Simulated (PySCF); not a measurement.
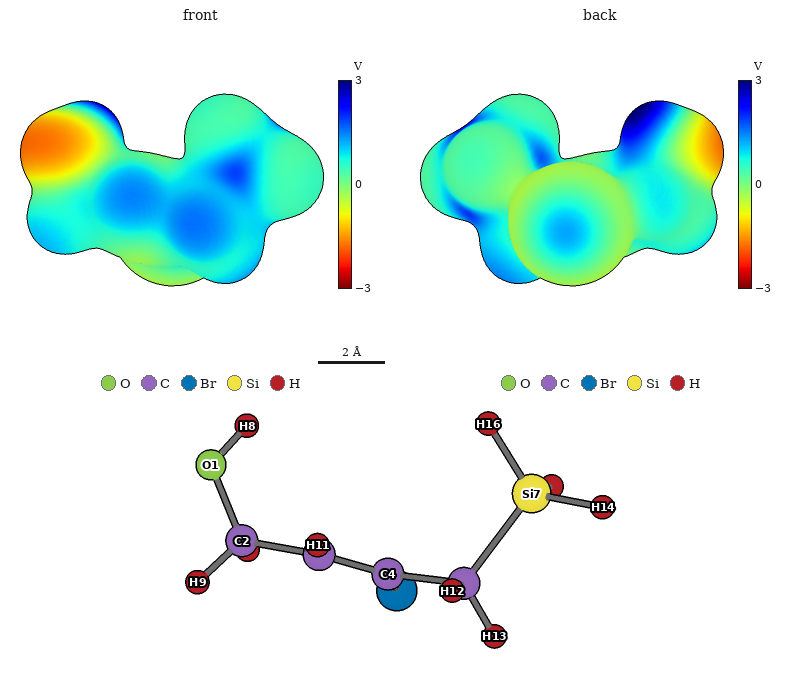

*C4H9BrOSi (SMILES OC/C=C(\Br)C[SiH3]). The electrostatic potential painted on the density surface at 0.004 e/bohr³, seen from the front and from behind; red is negative and blue positive. The bare structure is drawn below in the same view.*

Geometry: GFN2-xTB.

Computed with PBE0/def2-SVPD, SCF density, gas phase in PySCF.

The calculation's input:

```
{"job": {"kind": "uv", "xc": "PBE0", "basis": "def2-SVPD", "nstates": 8, "ntriplets": 3}, "charge": 0, "multiplicity": 1}
O      2.714506     1.598624    -0.211652
C      2.405006     0.225312    -0.323874
C      0.965059     0.004819    -0.679274
C      0.064023    -0.706085    -0.016740
Br     0.544081    -1.648127     1.586731
C     -1.368226    -0.842041    -0.369615
Si    -2.477194     0.244768     0.760584
H      2.204087     1.972661     0.515171
H      3.043427    -0.144746    -1.132999
H      2.667779    -0.308359     0.598686
H      0.639785     0.528473    -1.569328
H     -1.510849    -0.548067    -1.410394
H     -1.679335    -1.883264    -0.274359
H     -3.848310     0.085711     0.280724
H     -2.355575    -0.198311     2.146560
H     -2.015863     1.627574     0.621061
```

Command:

```sh
OMP_NUM_THREADS=1 python probes_run.py task.json out
```

Where is the surface potential most negative and most positive?

Answer. The most negative region (about −1.8 V, or −42 kcal/mol for a unit charge) lies over O1, the most positive (about +2.9 V, or +67 kcal/mol for a unit charge) over H8. Br5 shows a σ-hole: about +1.3 V, or +30 kcal/mol for a unit charge at the tip opposite its bond, against about −0.2 V on its flanks. O1 is the likeliest acceptor of a hydrogen bond.
